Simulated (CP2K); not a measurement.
**C2HF2Si (SMILES [C]#C[SiH](F)F): UBLYP-D3(BJ)/DZVP-MOLOPT-SR-GTH (core potential)**

What is the energy change on altering one bond length of C2HF2Si at UBLYP-D3(BJ)/DZVP-MOLOPT-SR-GTH (core potential)? 

The calculation is run with CP2K 2026.2.

5 further runs of the same task are left out: 2 that didn't finish, 3 set aside as unsound or not needed.

## (1) The system as given

C2HF2Si has 6 atoms, charge 0, and is taken as a doublet. As SMILES, `[C]#C[SiH](F)F`. The shape is that of a PBE0-D4/def2-TZVP optimisation.

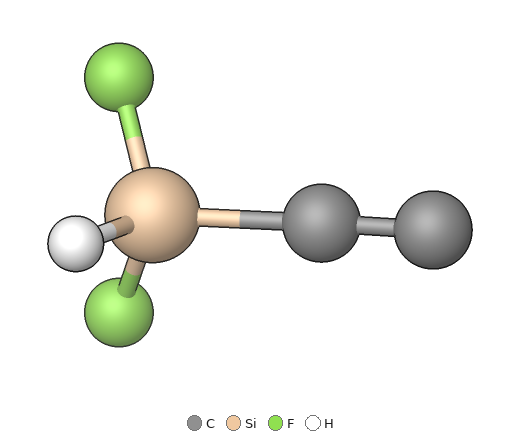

The structure, seen from a chosen angle (carbon grey, silicon light orange, fluorine green, hydrogen white).

## (2) The energy at UBLYP-D3(BJ)/DZVP-MOLOPT-SR-GTH (core potential)

File molecule.xyz:

```xyz
6

C      0.858400    -2.085100     1.052200
C      0.445300    -1.082600     0.512900
Si    -0.183000     0.459200    -0.201300
F     -1.479900     0.138200    -1.044000
F      0.904100     1.043400    -1.187100
H     -0.502800     1.463000     0.821300
```

File job.inp:

```
&GLOBAL
   PROJECT_NAME job
   RUN_TYPE ENERGY
   PRINT_LEVEL MEDIUM
&END GLOBAL

&FORCE_EVAL
   METHOD Quickstep
   &DFT
      BASIS_SET_FILE_NAME BASIS_MOLOPT
      POTENTIAL_FILE_NAME GTH_POTENTIALS
      CHARGE 0
      MULTIPLICITY 2
      SPIN_POLARIZED T
      &QS
         METHOD GPW
         EPS_DEFAULT 1.0E-10
      &END QS
      &MGRID
         CUTOFF 400
         REL_CUTOFF 50
         NGRIDS 4
      &END MGRID
      # cluster boundary conditions
      &POISSON
         PERIODIC NONE
         POISSON_SOLVER MULTIPOLE
      &END POISSON
      # SCF settings
      &SCF
         SCF_GUESS ATOMIC
         EPS_SCF 1.0E-06
         MAX_SCF 50
         &OT ON
            MINIMIZER DIIS
            PRECONDITIONER FULL_ALL
         &END OT
         &OUTER_SCF
            EPS_SCF 1.0E-06
            MAX_SCF 5
         &END OUTER_SCF
      &END SCF
      &XC
         &XC_FUNCTIONAL BLYP
         &END XC_FUNCTIONAL
         &VDW_POTENTIAL
            POTENTIAL_TYPE PAIR_POTENTIAL
            &PAIR_POTENTIAL
               TYPE DFTD3(BJ)
               PARAMETER_FILE_NAME dftd3.dat
               REFERENCE_FUNCTIONAL BLYP
               R_CUTOFF 15
            &END PAIR_POTENTIAL
         &END VDW_POTENTIAL
      &END XC
      # extra output
      &PRINT
         &MOMENTS
            PERIODIC F
            REFERENCE COM
            MAX_MOMENT 1
         &END MOMENTS
         &MO_CUBES
            NLUMO 3
            NHOMO -1
            WRITE_CUBE F
         &END MO_CUBES
         &HIRSHFELD OFF
         &END HIRSHFELD
      &END PRINT
   &END DFT
   &SUBSYS
      # box in angstrom
      &CELL
         ABC [angstrom] 9.4 10.5 9.2
         PERIODIC NONE
      &END CELL
      &TOPOLOGY
         COORD_FILE_NAME molecule.xyz
         COORD_FILE_FORMAT XYZ
         &CENTER_COORDINATES
         &END CENTER_COORDINATES
      &END TOPOLOGY
      &KIND C
         BASIS_SET DZVP-MOLOPT-SR-GTH-q4
         POTENTIAL GTH-BLYP-q4
      &END KIND
      &KIND Si
         BASIS_SET DZVP-MOLOPT-SR-GTH-q4
         POTENTIAL GTH-BLYP-q4
      &END KIND
      &KIND F
         BASIS_SET DZVP-MOLOPT-SR-GTH-q7
         POTENTIAL GTH-BLYP-q7
      &END KIND
      &KIND H
         BASIS_SET DZVP-MOLOPT-SR-GTH-q1
         POTENTIAL GTH-BLYP-q1
      &END KIND
   &END SUBSYS
&END FORCE_EVAL
```

On the command line:

```console
OMP_NUM_THREADS=1 cp2k.psmp job.inp > job.out
```

The log of the run:

```text
CP2K| version string:                                       CP2K version 2026.2
[...]
 GLOBAL| Method name                                                        CP2K
[...]
 GLOBAL| Run type                                                         ENERGY
[...]
 DFT| Spin unrestricted (spin-polarized) Kohn-Sham calculation               UKS
 DFT| Multiplicity                                                             2
[...]
 DFT| Charge                                                                   0
[...]
 FUNCTIONAL| BECKE88:
 FUNCTIONAL| LYP:
[...]
 QS| Method:                                                                 GPW
[...]
 QS| Density cutoff [a.u.]:                                                200.0
[...]
 QS| Relative density cutoff [a.u.]:                                        25.0
[...]
                             - Atoms:                                          6
[...]
                             - Spherical basis functions:                     70
[...]
 Number of electrons:                                                         14
[...]
     1 OT DIIS     0.15E+00    1.3     0.14209212       -60.9385231617 -6.09E+01
[...]
     6 OT DIIS     0.15E+00    1.4     0.00000073       -64.2532289399 -3.09E-09
  *** SCF run converged in     6 steps ***
[...]
  Overlap energy of the core charge distribution:               0.00001189876249
  Self energy of the core charge distribution:               -167.65061423039521
  Core Hamiltonian energy:                                     47.46774837763134
  Hartree energy:                                              70.21199286852304
  Exchange-correlation energy:                                -14.27281359879039
  Dispersion energy:                                           -0.00955425565175
  Total energy:                                               -64.25322893992048
[...]
                     Mulliken Population Analysis
 #  Atom  Element  Kind  Atomic population (alpha,beta) Net charge  Spin moment
       1     C        1         2.471486     1.406166     0.122349     1.065320
       2     C        1         1.994570     2.100481    -0.095052    -0.105911
       3     Si       2         1.745541     1.711758     0.542701     0.033783
       4     F        3         3.654243     3.652086    -0.306329     0.002157
       5     F        3         3.654473     3.652254    -0.306727     0.002219
       6     H        4         0.479687     0.477255     0.043058     0.002432
 # Total charge and spin       14.000000    13.000000    -0.000000     1.000000
[...]
  Dipole moment [Debye]
    X=  0.2073588E+00 Y= -0.3043461E+00 Z=  0.1467418E+01  Total=      1.5129246
[...]
 WARNING : did not converge in ot_eigensolver
 number of iterations          299  exceeded maximum
 current gradient / target gradient   1.5732639386225790E-005  /    1.0000000000000001E-005
[...]
 HOMO - LUMO gap [eV] :    1.505568
 ENERGY| Total FORCE_EVAL ( QS ) energy [hartree]            -64.253228939920476
[...]
```

Wall time 81 s (1 thread of Arm Neoverse V2, shared host); peak memory 1 GiB.

## (3) The distorted shape, same level

File run.inp:

```
&FORCE_EVAL
  METHOD Quickstep
  &DFT
    BASIS_SET_FILE_NAME BASIS_MOLOPT
    POTENTIAL_FILE_NAME GTH_POTENTIALS
    MULTIPLICITY 2
    LSD T
    # Quickstep
    &QS
      METHOD GPW
      EPS_DEFAULT 1.0E-10
    &END QS
    &MGRID
      CUTOFF 400
      REL_CUTOFF 50
      NGRIDS 4
    &END MGRID
    &POISSON
      PERIODIC NONE
      POISSON_SOLVER MULTIPOLE
    &END POISSON
    &SCF
      SCF_GUESS ATOMIC
      EPS_SCF 1.0E-06
      MAX_SCF 40
      &OT
        MINIMIZER CG
        PRECONDITIONER FULL_SINGLE_INVERSE
        LINESEARCH 3PNT
      &END OT
      &OUTER_SCF
        EPS_SCF 1.0E-06
        MAX_SCF 10
      &END OUTER_SCF
    &END SCF
    # exchange and correlation
    &XC
      &XC_FUNCTIONAL BLYP
      &END XC_FUNCTIONAL
      &VDW_POTENTIAL
        POTENTIAL_TYPE PAIR_POTENTIAL
        &PAIR_POTENTIAL
          TYPE DFTD3(BJ)
          PARAMETER_FILE_NAME dftd3.dat
          REFERENCE_FUNCTIONAL BLYP
          R_CUTOFF 15
        &END PAIR_POTENTIAL
      &END VDW_POTENTIAL
    &END XC
    # extra output
    &PRINT
      &MOMENTS
        PERIODIC F
        REFERENCE COM
        MAX_MOMENT 1
      &END MOMENTS
      &MO_CUBES
        NLUMO 3
        NHOMO -1
        WRITE_CUBE F
      &END MO_CUBES
      &HIRSHFELD OFF
      &END HIRSHFELD
    &END PRINT
  &END DFT
  &SUBSYS
    &CELL
      ABC 10.9 10.5 10.1
      PERIODIC NONE
    &END CELL
    &COORD
      C      2.414665    -1.699904     2.063430
      C      2.001565    -0.697404     1.524130
      Si     1.373265     0.844396     0.809930
      F     -1.479900     0.138200    -1.044000
      F      2.460365     1.428596    -0.175870
      H      1.053465     1.848196     1.832530
    &END COORD
    &TOPOLOGY
      &CENTER_COORDINATES
      &END CENTER_COORDINATES
    &END TOPOLOGY
    &KIND C
      BASIS_SET DZVP-MOLOPT-SR-GTH-q4
      POTENTIAL GTH-BLYP-q4
    &END KIND
    &KIND Si
      BASIS_SET DZVP-MOLOPT-SR-GTH-q4
      POTENTIAL GTH-BLYP-q4
    &END KIND
    &KIND F
      BASIS_SET DZVP-MOLOPT-SR-GTH-q7
      POTENTIAL GTH-BLYP-q7
    &END KIND
    &KIND H
      BASIS_SET DZVP-MOLOPT-SR-GTH-q1
      POTENTIAL GTH-BLYP-q1
    &END KIND
  &END SUBSYS
&END FORCE_EVAL

&GLOBAL
  PROJECT_NAME run
  RUN_TYPE ENERGY
  PRINT_LEVEL MEDIUM
&END GLOBAL
```

On the command line:

```console
OMP_NUM_THREADS=1 cp2k.psmp -i run.inp > run.out 2>&1
```

The log of the run (excerpt; [...] marks lines left out):

```text
CP2K| version string:                                       CP2K version 2026.2
[...]
 GLOBAL| Method name                                                        CP2K
[...]
 GLOBAL| Run type                                                         ENERGY
[...]
 DFT| Spin unrestricted (spin-polarized) Kohn-Sham calculation               UKS
 DFT| Multiplicity                                                             2
[...]
 DFT| Charge                                                                   0
[...]
 FUNCTIONAL| BECKE88:
 FUNCTIONAL| LYP:
[...]
 QS| Method:                                                                 GPW
[...]
 QS| Density cutoff [a.u.]:                                                200.0
[...]
 QS| Relative density cutoff [a.u.]:                                        25.0
[...]
                             - Atoms:                                          6
[...]
                             - Spherical basis functions:                     70
[...]
 Number of electrons:                                                         14
[...]
     1 OT CG       0.64E-01    1.8     0.10096538       -61.6390465748 -6.16E+01
[...]
    29 OT CG       0.12E+00    1.9     0.00000067       -64.0579644688 -1.58E-10
  *** SCF run converged in    29 steps ***
[...]
  Overlap energy of the core charge distribution:               0.00001188891707
  Self energy of the core charge distribution:               -167.65061423039521
  Core Hamiltonian energy:                                     46.86726435734128
  Hartree energy:                                              70.78102919117944
  Exchange-correlation energy:                                -14.04629142740643
  Dispersion energy:                                           -0.00936424842027
  Total energy:                                               -64.05796446878412
[...]
                     Mulliken Population Analysis
 #  Atom  Element  Kind  Atomic population (alpha,beta) Net charge  Spin moment
       1     C        1         2.274178     1.630840     0.094981     0.643338
       2     C        1         2.054679     2.061051    -0.115730    -0.006372
       3     Si       2         1.617901     1.852204     0.529895    -0.234303
[...]
  Dipole moment [Debye]
    X=  0.2304247E+01 Y=  0.1966746E+01 Z=  0.2482843E+01  Total=      3.9169056
[...]
 HOMO - LUMO gap [eV] :    0.242562
 ENERGY| Total FORCE_EVAL ( QS ) energy [hartree]            -64.057964468784121
[...]
```

Wall time 9.6 min (1 thread of Arm Neoverse V2, shared host); peak memory 1.1 GiB.

## (4) Results

Level: UBLYP-D3(BJ)/DZVP-MOLOPT-SR-GTH (core potential).

| quantity | value |
| --- | --- |
| first shape: total energy | -64.25323 Eh |
| first shape: dipole moment | 1.51 D |
| first shape: HOMO energy (highest over α and β) | -7.48 eV |
| first shape: LUMO energy (lowest over α and β) | -5.97 eV |
| first shape: dispersion energy | -25.08 kJ/mol |
| first shape: ⟨S²⟩ | 0.774 |
| distorted shape: total energy | -64.05796 Eh |
| distorted shape: dipole moment | 3.92 D |
| distorted shape: HOMO energy (highest over α and β) | -6.98 eV |
| distorted shape: LUMO energy (lowest over α and β) | -6.74 eV |
| distorted shape: dispersion energy | -24.59 kJ/mol |
| distorted shape: ⟨S²⟩ | 0.952 |
| energy change with the Si3–F4 bond stretched from 1.580 to 3.475 Å | 5.313 eV |

With the Si3–F4 bond stretched from 1.580 to 3.475 Å the energy rises by 5.31 eV (513 kJ/mol). The first shape isn't relaxed at this level, so the change isn't measured from a minimum. ⟨S²⟩ (distorted shape) is 0.95 where a pure doublet has 0.75: the reference is spin-contaminated.
